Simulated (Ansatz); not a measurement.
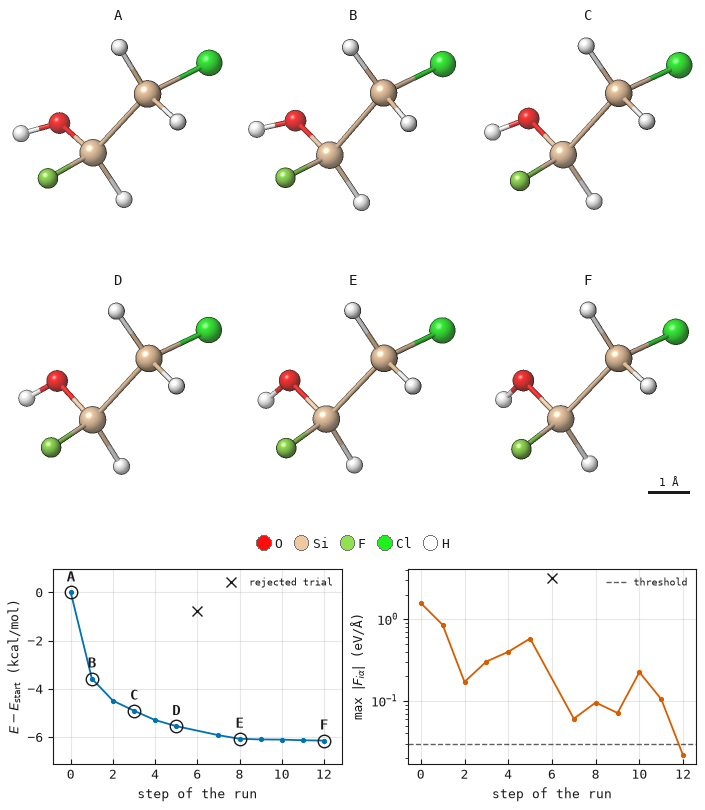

Frames of a relaxation of Si₂H₄OClF (coarse preliminary run), marked on the history of the run. A ball-and-stick model, seen from a free direction.

The start comes from a force field.

Computed with RKS PBE-D4/def2-SVP in Ansatz.

The input:
```yaml
crystal:
  periodic: [false, false, false]
  atoms:
    - {symbol: O, position_ang: [-0.405000, 1.961400, -0.226000]}
    - {symbol: Si, position_ang: [0.250100, 0.508600, -0.687300]}
    - {symbol: F, position_ang: [-0.400800, 0.160100, -2.101200]}
    - {symbol: Si, position_ang: [-0.140000, -1.158900, 0.817500]}
    - {symbol: Cl, position_ang: [0.785100, -0.763600, 2.649000]}
    - {symbol: H, position_ang: [-0.873300, 2.412600, -0.957600]}
    - {symbol: H, position_ang: [1.716400, 0.757800, -0.924600]}
    - {symbol: H, position_ang: [-1.528500, -1.358500, 1.119000]}
    - {symbol: H, position_ang: [0.470000, -2.461800, 0.380200]}
basis:
  gaussian: {orbitals: def2-SVP}
hamiltonian: {xc: pbe, dispersion: d4}
relax: {f_tol: 0.03, max_steps: 200}
```

Run as
```bash
ansatz run in.yaml --threads 4 --pin off --events-out ev --progress --plain --max-ram 10444MiB
```

Question: Describe the path.

Answer: The atom that moves furthest after the best rigid fit is H6 (0.52 Å). Largest moves by element: H 0.52 Å, O 0.35 Å, F 0.26 Å, Cl 0.20 Å, Si 0.08 Å. Some distances before and after: Si4–H8 1.435 → 1.502 Å, Si2–Si4 2.280 → 2.347 Å, Si2–F3 1.595 → 1.645 Å, O1–Si2 1.659 → 1.669 Å. Among the angles between lasting bonds that change: O1–Si2–Si4 112.9° → 105.7°, O1–Si2–H7 106.5° → 111.8°, Si2–Si4–Cl5 111.4° → 106.4°. Groups turn about O1–Si2 by about 60°. After 11 accepted moves (12 points after the start) the energy has fallen by 6.14 kcal/mol. The largest force component goes from 1.6 to 0.022 eV/Å. The line search rejected the trial step at point 6 of the run. From step 0 to 1: Cl5 moves most (0.13 Å), energy −3.57 kcal/mol. From step 1 to 3: H6 moves most (0.15 Å), energy −1.33 kcal/mol. From step 3 to 5: H6 moves most (0.16 Å), energy −0.64 kcal/mol. From step 5 to 8: H6 moves most (0.18 Å), energy −0.52 kcal/mol. From step 8 to 12: H6 moves most (0.09 Å), energy −0.08 kcal/mol.

| step | E − E(0), kcal/mol | largest force component, eV/Å | note |
| --- | --- | --- | --- |
| 0 | 0.00 | 1.5736 |  |
| 1 | -3.57 | 0.8530 |  |
| 2 | -4.49 | 0.1709 |  |
| 3 | -4.91 | 0.3029 |  |
| 4 | -5.29 | 0.3988 |  |
| 5 | -5.54 | 0.5791 |  |
| 6 | -0.77 | 3.2218 | rejected |
| 7 | -5.92 | 0.0605 |  |
| 8 | -6.07 | 0.0955 |  |
| 9 | -6.10 | 0.0712 |  |
| 10 | -6.10 | 0.2245 |  |
| 11 | -6.13 | 0.1050 |  |
| 12 | -6.14 | 0.0215 |  |
